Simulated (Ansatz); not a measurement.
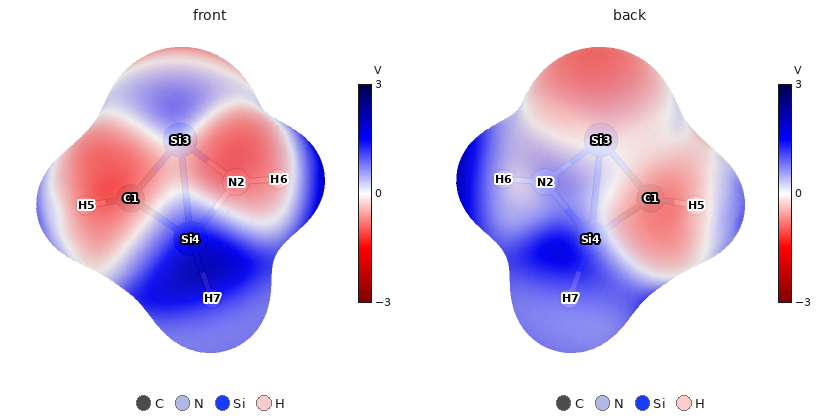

*CH₃NSi₂. The molecular electrostatic potential painted on the density surface at 0.002 e/bohr³, seen from the front and from behind; red is negative and blue positive.*

Geometry: r2SCAN-D4/def2-SVP.

Theory: isolated molecule in a Gaussian basis; Kohn-Sham density functional theory, functional PBE0 (Ansatz 0.2.0).

The calculation's input:

```
crystal:
  periodic: [false, false, false]
  atoms:
    - {symbol: C, position_ang: [0.881236, -2.700954, 1.532181]}
    - {symbol: "N", position_ang: [0.578980, -0.191950, 1.183481]}
    - {symbol: Si, position_ang: [0.146697, -1.357826, 2.563949]}
    - {symbol: Si, position_ang: [0.777971, -1.585151, 0.205231]}
    - {symbol: H, position_ang: [1.017390, -3.771467, 1.679191]}
    - {symbol: H, position_ang: [0.098266, 0.682596, 0.990251]}
    - {symbol: H, position_ang: [0.432047, -1.597818, -1.256579]}
basis:
  gaussian:
    orbitals: def2-TZVPD
hamiltonian:
  xc: pbe0
output: {forces: true, orbitals: {seedname: orbitals}}
```

Command:

```sh
ansatz run input.yaml --threads 1 --pin off --max-ram 2610MiB --events-out events.jsonl --progress --plain --runs-dir runs
```

### Which sites attract a positive test charge, and which a negative one?

A positive charge is drawn to the negative regions and a negative charge to the positive ones. The most negative region (about −1.0 V) lies over C1 and N2, the most positive (about +2.0 V) over Si4.

### What dipole moment does the calculation give?

Its dipole moment is 2.48 D.
